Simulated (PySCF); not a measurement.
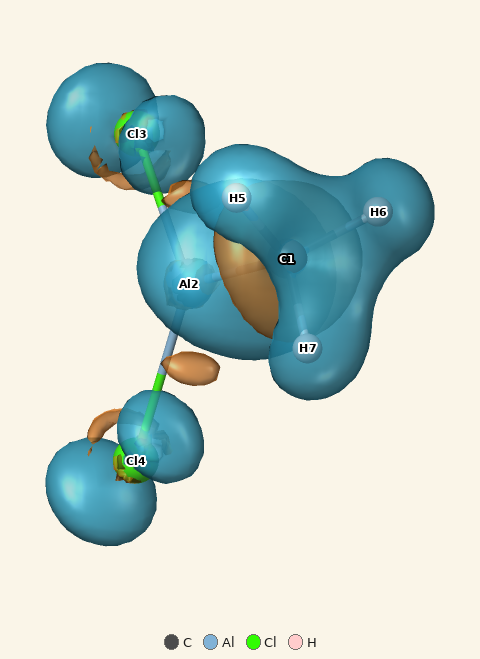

Figure. CH3AlCl2, SMILES `C[Al](Cl)Cl`. Fukui function f⁻ = ρ(N) − ρ(N−1) at fixed geometry, surfaces at ±0.03 e/Å³ (light blue positive, orange negative).

Method: ωB97X/def2-TZVP; geometry: GFN2-xTB; program: PySCF. No frequency check shows the geometry to be a minimum. GFN2-xTB bond lengths at metals and heavier atoms can be off by up to 0.1 Å and shapes distorted, which carries into these values.

Input script:

```python
import numpy as np
from pyscf import gto, scf, dft
from pyscf.scf import atom_ks, atom_hf
from scipy.linalg import block_diag

def solve(mol, dm0=None, hcore=None):
    mf = (dft.UKS if mol.spin else dft.RKS)(mol, xc='wb97x')
    mf.grids.level = 3
    mf = mf.density_fit(auxbasis='def2-universal-jkfit')
    mf.conv_tol, mf.max_cycle = 1e-8, 80
    if hcore is not None:
        mf.get_hcore = lambda *args: hcore
    mf.kernel(dm0)
    if not mf.converged:
        mf = mf.newton().run(mf.mo_coeff, mf.mo_occ, max_cycle=30)
    assert mf.converged, 'SCF not converged'
    return mf

mol = gto.M(atom='''
C     -0.01590     2.28718    -0.00020
Al    -0.00032     0.29866     0.00028
Cl    -1.73631    -0.76480    -0.00010
Cl     1.74710    -0.74564    -0.00005
H     -0.53756     2.68494     0.87387
H     -0.53973     2.68522    -0.87168
H      0.99324     2.70170    -0.00217
''', basis='def2-tzvp', charge=0, spin=0, verbose=4)
mf = solve(mol)
out = dict(e0=mf.e_tot, dm0=mf.make_rdm1(), c=mf.mo_coeff, occ=mf.mo_occ, eps=mf.mo_energy)
for name, dq, spin in [('cation', 1, 1)]:
    ion = mol.copy().set(charge=mol.charge + dq, spin=spin).build()
    mi = solve(ion)
    if spin and dq > 0 and mol.nao < 130:
        c, _, stable, _ = mi.stability(return_status=True)
        if not stable:
            mi = solve(ion, mi.make_rdm1(c, mi.mo_occ))
    print(name, 'vertical energy change / eV', (mi.e_tot - mf.e_tot) * 27.211386)
    out.update({'e_' + name: mi.e_tot, 'dm_' + name: mi.make_rdm1(), 's2_' + name: mi.spin_square()[0], 'eps_' + name: mi.mo_energy, 'occ_' + name: mi.mo_occ})
# spherically averaged free atoms, for the promolecule
atm = atom_ks.get_atm_nrks(mol, xc='wb97x')
pro = block_diag(*[(atm[a[0]][2] * atm[a[0]][3]) @ atm[a[0]][2].T for a in mol._atom])
np.savez('result.npz', pro=pro, **out)
```

Launched as:

```sh
OMP_NUM_THREADS=1 python input.py
```

The run took 54 s on 1 thread of AMD EPYC 7R43 64-Core Processor (Zen 3), with other jobs on the host, peak memory 0.71 GiB.

Partitions, critical points and surface values were worked out afterwards from this run's density.

Which atoms respond most to the removal of an electron?

f⁻ (Hirshfeld-condensed) is largest on C1 (0.24), Cl3 (0.18) and Cl4 (0.18); the vertical ionisation energy is 11.06 eV (the stability of the cation's solution wasn't checked). Condensed values hint at sites of electrophilic attack but needn't mark the atom that reacts. Orbital relaxation makes it negative in places (0.21 e in all).

| atom | f⁻ | charge |
| --- | --- | --- |
| C1 | +0.24 | −0.28 |
| Al2 | +0.14 | +0.54 |
| Cl3 | +0.18 | −0.19 |
| Cl4 | +0.18 | −0.19 |
| H5 | +0.09 | +0.04 |
| H6 | +0.09 | +0.04 |
| H7 | +0.09 | +0.04 |
